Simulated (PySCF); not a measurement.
# S2F2 (Thio-thionyl fluoride): CISD/STO-3G (sfX2C)

What is the energy change on altering one bond length of S2F2 (Thio-thionyl fluoride) at CISD/STO-3G (sfX2C)? Input form: a Python script.

The results are computed with PySCF 2.14.0.

3 further runs of the same task are left out: 3 set aside as unsound or not needed.

## (1) Starting point

S2F2 has 4 atoms, charge 0, and is taken as a singlet. SMILES: `FS(F)=S`. The shape is that of a GFN2-xTB optimisation.

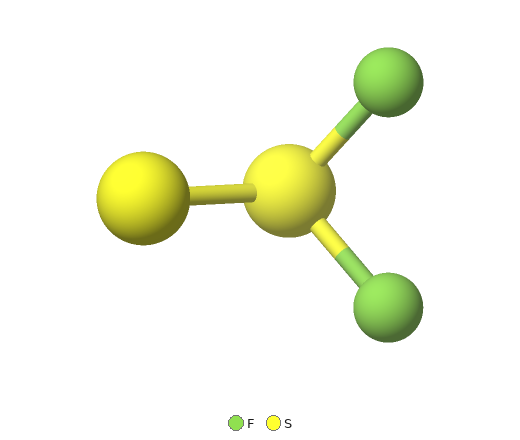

Viewed from a chosen angle; fluorine green, sulfur yellow.

## (2) Energy and gradient at CISD/STO-3G (sfX2C)

Input file job.py:

```python
# Thio-thionyl fluoride
import pyscf.grad
from pyscf import gto, scf, ci

mol = gto.Mole()
mol.atom = [
    ('F', (0.766610, 0.341640, 1.237090)),
    ('S', (-0.514710, -0.073220, 0.231030)),
    ('F', (0.333030, -1.428520, -0.291570)),
    ('S', (-0.584940, 1.160090, -1.176550)),
]
mol.verbose = 4
mol.max_memory = 1860
mol.basis = 'sto-3g'
mol.build()

mf = scf.RHF(mol)
mf = mf.x2c()
mf.kernel()

cisd = ci.CISD(mf, frozen=12)
cisd.kernel()
e_tot = cisd.e_tot
print('E(%s) = %.9f' % ('CISD', e_tot))
grad = cisd.Gradients().kernel()
mf.analyze()
```

On the command line:

```console
$ OMP_NUM_THREADS=1 python job.py
```

Output:

```text
PySCF version 2.14.0

[INPUT] num. atoms = 4
[INPUT] num. electrons = 50
[INPUT] charge = 0
[INPUT] spin (= nelec alpha-beta = 2S) = 0
[INPUT] symmetry False subgroup None
[INPUT] Mole.unit = angstrom
[INPUT] Symbol           X                Y                Z      unit          X                Y                Z       unit  Magmom
[INPUT]  1 F      0.766610000000   0.341640000000   1.237090000000 AA    1.448682944353   0.645606033196   2.337761291438 Bohr   0.0
[INPUT]  2 S     -0.514710000000  -0.073220000000   0.231030000000 AA   -0.972660933575  -0.138365746841   0.436583426558 Bohr   0.0
[INPUT]  3 F      0.333030000000  -1.428520000000  -0.291570000000 AA    0.629335491264  -2.699511563464  -0.550987446139 Bohr   0.0
[INPUT]  4 S     -0.584940000000   1.160090000000  -1.176550000000 AA   -1.105376399303   2.192252379847  -2.223357271857 Bohr   0.0

nuclear repulsion = 233.814951749423
number of shells = 16
number of NR pGTOs = 84
number of NR cGTOs = 28
basis = sto-3g
ecp = {}

******** <class 'pyscf.x2c.sfx2c1e.sfX2C1eRHF'> ********
method = sfX2C1eRHF
initial guess = minao
damping factor = 0
level_shift factor = 0
DIIS = <class 'pyscf.scf.diis.CDIIS'>
diis_start_cycle = 1
diis_space = 8
diis_damp = 0
SCF conv_tol = 1e-09
SCF conv_tol_grad = None
SCF max_cycles = 50
direct_scf = True
direct_scf_tol = 1e-13

******** <class 'pyscf.x2c.sfx2c1e.SpinFreeX2CHelper'> ********
approx = 1e
xuncontract = 1
Set gradient conv threshold to 3.16228e-05
Initial guess from minao.
init E= -983.994161920005
  HOMO = -0.299692903460788  LUMO = -0.00403018780640177  gap/eV = 8.04539
cycle= 1 E= -983.832582085099  delta_E= 0.162  |g|= 0.628  |ddm|= 3.07
  HOMO = -0.213531576639278  LUMO = 0.161397507350016  gap/eV = 10.20234
cycle= 2 E= -984.021539456743  delta_E= -0.189  |g|= 0.201  |ddm|= 1.51
  HOMO = -0.228031370168797  LUMO = 0.235922901292279  gap/eV = 12.62484
cycle= 3 E= -984.041643497227  delta_E= -0.0201  |g|= 0.0546  |ddm|= 0.41
  HOMO = -0.208686737571582  LUMO = 0.23782292972737  gap/eV = 12.15015
cycle= 4 E= -984.044244856411  delta_E= -0.0026  |g|= 0.0177  |ddm|= 0.176
  HOMO = -0.214872776128034  LUMO = 0.243066881969982  gap/eV = 12.46117
cycle= 5 E= -984.044692973509  delta_E= -0.000448  |g|= 0.00428  |ddm|= 0.0965
  HOMO = -0.213761365480273  LUMO = 0.242096553065999  gap/eV = 12.40453
cycle= 6 E= -984.044714282553  delta_E= -2.13e-05  |g|= 0.00125  |ddm|= 0.0186
  HOMO = -0.213761873981728  LUMO = 0.242434578025564  gap/eV = 12.41374
cycle= 7 E= -984.044716508325  delta_E= -2.23e-06  |g|= 0.000261  |ddm|= 0.00709
  HOMO = -0.213686918661886  LUMO = 0.242382459032942  gap/eV = 12.41028
cycle= 8 E= -984.044716608339  delta_E= -1e-07  |g|= 6.28e-05  |ddm|= 0.00143
  HOMO = -0.213681670357057  LUMO = 0.242400532412413  gap/eV = 12.41063
cycle= 9 E= -984.044716613651  delta_E= -5.31e-09  |g|= 1.62e-05  |ddm|= 0.000297
  HOMO = -0.213681305321632  LUMO = 0.242397568037295  gap/eV = 12.41054
cycle= 10 E= -984.044716614015  delta_E= -3.64e-10  |g|= 5.3e-06  |ddm|= 7.12e-05
  HOMO = -0.213681584832087  LUMO = 0.242397503633394  gap/eV = 12.41054
Extra cycle  E= -984.044716614047  delta_E= -3.18e-11  |g|= 3.01e-06  |ddm|= 1.61e-05
converged SCF energy = -984.044716614047

******** <class 'pyscf.ci.cisd.RCISD'> ********
CISD nocc = 13, nmo = 16
frozen orbitals 12
max_cycle = 50
direct = 0
conv_tol = 1e-09
max_cycle = 50
max_space = 12
lindep = 0
nroots = 1
Init t2, MP2 energy = -0.0998017253353934
RCISD converged
E(RCISD) = -984.170836780921  E_corr = -0.1261201668740154
E(CISD) = -984.170836781
<class 'pyscf.grad.cisd.Gradients'> does not have attributes  state

******** <class 'pyscf.grad.cisd.Gradients'> for <class 'pyscf.ci.cisd.RCISD'> ********
--------- RCISD gradients for state 0 ----------
         x                y                z
0 F    -0.0337052850    -0.0107618584    -0.0219524574
1 S     0.0576263066     0.0376720603    -0.0595268828
2 F    -0.0231850185     0.0309727008     0.0142626782
3 S    -0.0007360031    -0.0578829027     0.0672166619
----------------------------------------------
**** SCF Summaries ****
Total Energy =                        -984.044716614047047
Nuclear Repulsion Energy =             233.814951749423017
One-electron Energy =                -1838.002225808637377
Two-electron Energy =                  620.142557445167313
Two-electron Coulomb Energy =          691.046729160748328
DFT Exchange-Correlation Energy =      -70.904171715581015
HOMO-LUMO gap [eV] =                    12.410544131883942
**** MO energy ****
MO #1   energy= -91.3154809521708  occ= 2
MO #2   energy= -90.8690326611476  occ= 2
MO #3   energy= -25.9889156676658  occ= 2
MO #4   energy= -25.9887030651002  occ= 2
MO #5   energy= -9.00009847866795  occ= 2
MO #6   energy= -8.60764879294761  occ= 2
MO #7   energy= -6.56609929655222  occ= 2
MO #8   energy= -6.56448061882574  occ= 2
MO #9   energy= -6.56130704599502  occ= 2
MO #10  energy= -6.17493828906703  occ= 2
MO #11  energy= -6.16758761067942  occ= 2
MO #12  energy= -6.16673792643576  occ= 2
MO #13  energy= -1.54687711376096  occ= 2
MO #14  energy= -1.49873429030457  occ= 2
MO #15  energy= -1.03117520071389  occ= 2
MO #16  energy= -0.75781786434715  occ= 2
MO #17  energy= -0.593073420916251 occ= 2
MO #18  energy= -0.592665247458089 occ= 2
MO #19  energy= -0.557229348764008 occ= 2
MO #20  energy= -0.526496457428383 occ= 2
MO #21  energy= -0.49035653980886  occ= 2
MO #22  energy= -0.473061065442525 occ= 2
MO #23  energy= -0.379874025011249 occ= 2
MO #24  energy= -0.226483147907446 occ= 2
MO #25  energy= -0.213681584832087 occ= 2
MO #26  energy= 0.242397503633394  occ= 0
MO #27  energy= 0.317006279200857  occ= 0
MO #28  energy= 0.430663413402542  occ= 0
 ** Mulliken pop on meta-lowdin orthogonal AOs  **
 ** Mulliken pop  **
pop of  0 F 1s            1.99998
pop of  0 F 2s            1.95805
pop of  0 F 2px           1.54084
pop of  0 F 2py           1.94133
pop of  0 F 2pz           1.71926
pop of  1 S 1s            2.00000
pop of  1 S 2s            1.99979
pop of  1 S 3s            1.74795
pop of  1 S 2px           1.99966
pop of  1 S 2py           1.99953
pop of  1 S 2pz           1.99956
pop of  1 S 3px           1.27725
pop of  1 S 3py           1.08754
pop of  1 S 3pz           1.24660
pop of  2 F 1s            1.99998
pop of  2 F 2s            1.95818
pop of  2 F 2px           1.78385
pop of  2 F 2py           1.49819
pop of  2 F 2pz           1.91924
pop of  3 S 1s            2.00000
pop of  3 S 2s            1.99988
pop of  3 S 3s            1.93146
pop of  3 S 2px           1.99995
pop of  3 S 2py           1.99950
pop of  3 S 2pz           1.99940
pop of  3 S 3px           1.90003
pop of  3 S 3py           1.30450
pop of  3 S 3pz           1.18851
 ** Mulliken atomic charges  **
charge of    0F =     -0.15947
charge of    1S =      0.64213
charge of    2F =     -0.15943
charge of    3S =     -0.32323
Dipole moment(X, Y, Z, Debye): -0.49620, -1.34239,  1.69588
```

Wall time 1.8 s (1 thread of Arm Neoverse V1, shared host); peak memory 0.15 GiB.

## (3) The distorted shape, same level

Input file input.py:

```python
import pyscf.grad
from pyscf import gto, scf, ci

mol = gto.M(
    atom=[
    ('F', (0.836840, -0.891670, 2.644670)),
    ('S', (-0.444480, -1.306530, 1.638610)),
    ('F', (0.403260, -2.661830, 1.116010)),
    ('S', (-0.584940, 1.160090, -1.176550)),
],
    charge=0,
    spin=0,
    verbose=4,
    basis='sto-3g',
    max_memory=1860,
)

mf = scf.RHF(mol)
mf = mf.sfx2c1e()
mf.kernel()

cisd = ci.CISD(mf, frozen=12)
cisd.kernel()
etot = cisd.e_tot
print('Final energy', etot)
grad = cisd.Gradients().kernel()
mf.analyze()
```

On the command line:

```console
$ OMP_NUM_THREADS=1 python input.py
```

Output:

```text
PySCF version 2.14.0

[INPUT] num. atoms = 4
[INPUT] num. electrons = 50
[INPUT] charge = 0
[INPUT] spin (= nelec alpha-beta = 2S) = 0
[INPUT] symmetry False subgroup None
[INPUT] Mole.unit = angstrom
[INPUT] Symbol           X                Y                Z      unit          X                Y                Z       unit  Magmom
[INPUT]  1 F      0.836840000000  -0.891670000000   2.644670000000 AA    1.581398410081  -1.685012093491   4.997701989853 Bohr   0.0
[INPUT]  2 S     -0.444480000000  -1.306530000000   1.638610000000 AA   -0.839945467847  -2.468983873528   3.096524124974 Bohr   0.0
[INPUT]  3 F      0.403260000000  -2.661830000000   1.116010000000 AA    0.762050956992  -5.030129690151   2.108953252276 Bohr   0.0
[INPUT]  4 S     -0.584940000000   1.160090000000  -1.176550000000 AA   -1.105376399303   2.192252379847  -2.223357271857 Bohr   0.0

nuclear repulsion = 178.212310156036
number of shells = 16
number of NR pGTOs = 84
number of NR cGTOs = 28
basis = sto-3g
ecp = {}

******** <class 'pyscf.x2c.sfx2c1e.sfX2C1eRHF'> ********
method = sfX2C1eRHF
initial guess = minao
damping factor = 0
level_shift factor = 0
DIIS = <class 'pyscf.scf.diis.CDIIS'>
diis_start_cycle = 1
diis_space = 8
diis_damp = 0
SCF conv_tol = 1e-09
SCF conv_tol_grad = None
SCF max_cycles = 50
direct_scf = True
direct_scf_tol = 1e-13

******** <class 'pyscf.x2c.sfx2c1e.SpinFreeX2CHelper'> ********
approx = 1e
xuncontract = 1
Set gradient conv threshold to 3.16228e-05
[... 58 lines left out ...]
converged SCF energy = -984.005032449859
[... 12 lines left out ...]
RCISD converged
[... 5 lines left out ...]
--------- RCISD gradients for state 0 ----------
[... 8 lines left out ...]
Nuclear Repulsion Energy =             178.212310156036153
[... 1 line left out ...]
Two-electron Energy =                  567.290191074826339
[... 1 line left out ...]
DFT Exchange-Correlation Energy =      -70.955773451574146
[... 3 lines left out ...]
MO #2   energy= -90.9201421565886  occ= 2
[... 1 line left out ...]
MO #4   energy= -25.9460710252887  occ= 2
[... 1 line left out ...]
MO #6   energy= -8.65030780513798  occ= 2
[... 1 line left out ...]
MO #8   energy= -6.39401225252899  occ= 2
[... 1 line left out ...]
MO #10  energy= -6.21833511037066  occ= 2
[... 1 line left out ...]
MO #12  energy= -6.21037757999659  occ= 2
[... 1 line left out ...]
MO #14  energy= -1.45496504949329  occ= 2
[... 1 line left out ...]
MO #16  energy= -0.740671142499026 occ= 2
[... 1 line left out ...]
MO #18  energy= -0.531178439184618 occ= 2
[... 1 line left out ...]
MO #20  energy= -0.487372264823814 occ= 2
[... 1 line left out ...]
MO #22  energy= -0.403903659846662 occ= 2
[... 1 line left out ...]
MO #24  energy= -0.243107477025683 occ= 2
MO #25  energy= -0.240795933056865 occ= 2
MO #26  energy= 0.154312449484719  occ= 0
MO #27  energy= 0.311732440480235  occ= 0
MO #28  energy= 0.390224352278292  occ= 0
 ** Mulliken pop on meta-lowdin orthogonal AOs  **
 ** Mulliken pop  **
pop of  0 F 1s            1.99998
pop of  0 F 2s            1.95084
pop of  0 F 2px           1.53752
pop of  0 F 2py           1.94592
pop of  0 F 2pz           1.73261
pop of  1 S 1s            2.00000
pop of  1 S 2s            1.99990
pop of  1 S 3s            1.86200
pop of  1 S 2px           1.99963
pop of  1 S 2py           1.99966
pop of  1 S 2pz           1.99978
pop of  1 S 3px           1.19711
pop of  1 S 3py           1.16204
pop of  1 S 3pz           1.44619
pop of  2 F 1s            1.99998
pop of  2 F 2s            1.95096
pop of  2 F 2px           1.77802
pop of  2 F 2py           1.51252
pop of  2 F 2pz           1.92537
pop of  3 S 1s            2.00000
pop of  3 S 2s            2.00000
pop of  3 S 3s            2.00000
pop of  3 S 2px           1.99999
pop of  3 S 2py           1.99962
pop of  3 S 2pz           1.99971
pop of  3 S 3px           1.97410
pop of  3 S 3py           0.88211
pop of  3 S 3pz           1.14444
 ** Mulliken atomic charges  **
charge of    0F =     -0.16687
charge of    1S =      0.33370
charge of    2F =     -0.16685
charge of    3S =      0.00003
Dipole moment(X, Y, Z, Debye): -0.88606,  0.39289, -0.20285
```

Wall time 1.6 s (1 thread of Arm Neoverse V1, shared host); peak memory 0.15 GiB.

## (4) Outcome

At CISD/STO-3G (sfX2C), 12 core orbitals frozen:

| quantity | value |
| --- | --- |
| first shape: total energy | -984.17084 Eh |
| first shape: dipole moment (Hartree–Fock density) | 2.22 D |
| first shape: HOMO energy (Hartree–Fock orbitals) | -5.81 eV |
| first shape: LUMO energy (Hartree–Fock orbitals) | 6.60 eV |
| first shape: HOMO–LUMO gap (Hartree–Fock orbitals) | 12.41 eV |
| first shape: correlation energy (12 core orbitals frozen) | -126.1 mEh |
| first shape: largest force on an atom | 4.680 eV/Å |
| distorted shape: total energy | -984.11240 Eh |
| distorted shape: dipole moment (Hartree–Fock density) | 0.99 D |
| distorted shape: HOMO energy (Hartree–Fock orbitals) | -6.55 eV |
| distorted shape: LUMO energy (Hartree–Fock orbitals) | 4.20 eV |
| distorted shape: HOMO–LUMO gap (Hartree–Fock orbitals) | 10.75 eV |
| distorted shape: correlation energy (12 core orbitals frozen) | -107.4 mEh |
| distorted shape: largest force on an atom | 0.596 eV/Å |
| energy change with the S2–S4 bond stretched from 1.873 to 3.746 Å | 1.590 eV |

What this shows: With the S2–S4 bond stretched from 1.873 to 3.746 Å the energy rises by 1.59 eV (37 kcal/mol). The first shape isn't relaxed at this level, so the change isn't measured from a minimum. A restricted reference can't describe the breaking bond well at this length. The minimal basis adds a large error of its own. The largest force (first shape) is 4.68 eV/Å: the shape isn't a stationary point for this species at this level.
